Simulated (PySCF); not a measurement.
C$_{4}$H$_{7}$NO$_{2}$Si (SMILES N#C/C=C\CO[SiH2]O)

The calculation's input:

```
{"job": {"kind": "nmr", "xc": "PBE0", "basis": "pcSseg-1", "pop": false}, "charge": 0, "multiplicity": 1}
N     -3.167200     2.043900    -0.670700
C     -2.772500     1.040100    -0.280700
C     -2.305300    -0.192600     0.215900
C     -1.128100    -0.714000    -0.126500
C     -0.164200    -0.084300    -1.079400
O      1.159600    -0.375000    -0.761000
Si     2.005500     0.153700     0.530900
O      3.456500    -0.534900     0.366500
H     -2.976800    -0.697900     0.897000
H     -0.805100    -1.658200     0.287600
H     -0.324800     1.000400    -1.120400
H     -0.343300    -0.492600    -2.084900
H      1.481700    -0.354400     1.792800
H      2.079400     1.613700     0.499400
H      3.800200    -0.739900    -0.499700
```

Launched as:

```sh
OMP_NUM_THREADS=1 python probes_run.py task.json out
```

Geometry: GFN2-xTB, NEB image 0 of 0 to 8.

Computed with PBE0/pcSseg-1, SCF density, gas phase, non-relativistic (PySCF).

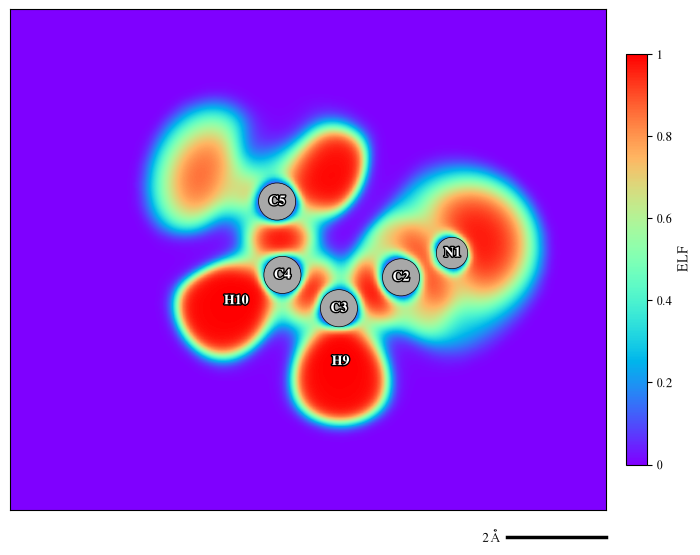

Figure 1. Electron localisation function on the plane of atoms C3, C4 and C5. Grey discs cover the atomic cores.

What does the map show?

Answer.
- Atoms in the plane: N, C and H.
- C–N (1.15 Å): the ELF peaks at about 0.85 between the atoms; a multiple bond.
- C–C (1.33 Å): the ELF peaks at about 0.95 between the atoms; a short, multiple covalent bond.
- C–C (1.41 Å): the ELF peaks at about 0.95 between the atoms (a covalent bond).
- C–C (1.49 Å): the ELF peaks at about 0.95 between the atoms: a covalent bond.
- The ELF also peaks beside N1 and O6, away from the bonds: lone-pair regions.

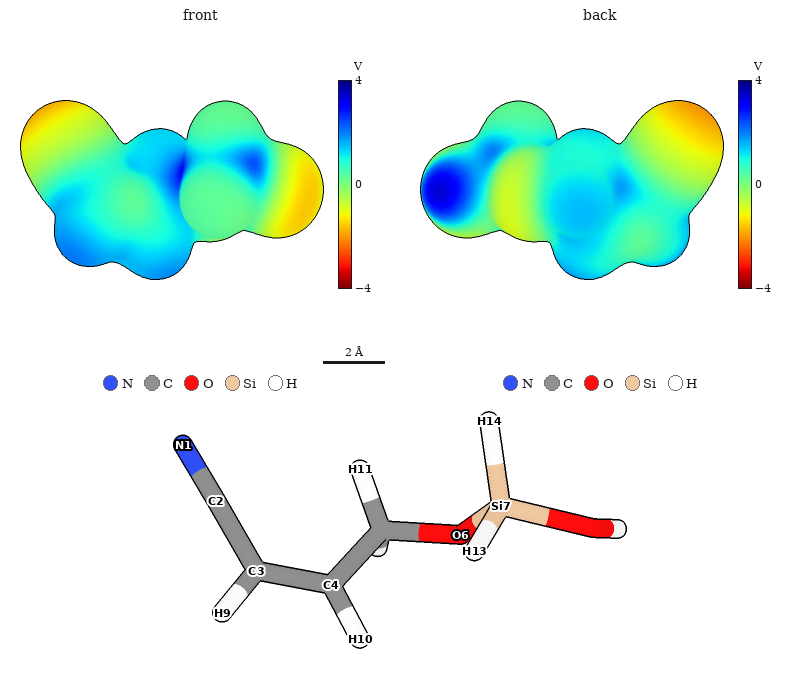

Figure 2. The electrostatic potential painted on the density surface at 0.004 e/bohr³, seen from the front and from behind; the colour scale runs from red (negative) to blue (positive). The bare structure is drawn below in the same view.

Describe the electrostatic potential map.

Answer. The most negative region (about −1.9 V) lies over N1, the most positive (about +3.2 V) over H15. N1 is the likeliest acceptor of a hydrogen bond.

What dipole moment does the calculation give?

Answer. Its dipole moment is 2.93 D.
